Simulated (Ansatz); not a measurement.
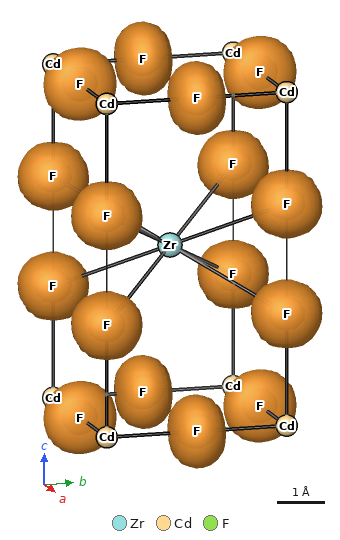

Figure 1: ZrCdF$_{4}$. Isosurface of the ELF at 0.75 (orange), seen slightly off an axis. Core shells and regions of very low density are left out. Sticks mark near contacts.

Space group P4/mmm; a structure generated by program, which may or may not match a known phase.

All numbers below come from DFT PBE, scalar-relativistic, plane waves, PAW (Ansatz).

Core electrons are frozen (PAW), and the valence fields are smoothed inside the atomic spheres.

```xyz
6
Lattice="3.9990 0.0000 0.0000 0.0000 3.9990 0.0000 0.0000 0.0000 7.2822" Properties=species:S:1:pos:R:3 pbc="T T T"
Zr    1.9995    1.9995    3.6411
Cd    0.0000    0.0000    0.0000
F     0.0000    0.0000    4.8403
F     1.9995    0.0000    0.0000
F     0.0000    1.9995    0.0000
F     0.0000    0.0000    2.4420
```

What do the ELF domains correspond to?

Answer. The surface consists of four regions wrapped around F (the valence shell of each), counted in one cell of 6 atoms. Any copies at cell faces, edges or corners count once.

Values along the shortest contacts:
Cd–F (2.00 Å): the ELF peaks at about 0.80 in the valence shell of F, 0.5 Å from its nucleus, and drops to about 0.10 between the two atoms: no shared electron pair shows on this line. Zr–F (3.07 Å): the ELF is about 0 at the midpoint; no localised pair shows between them.
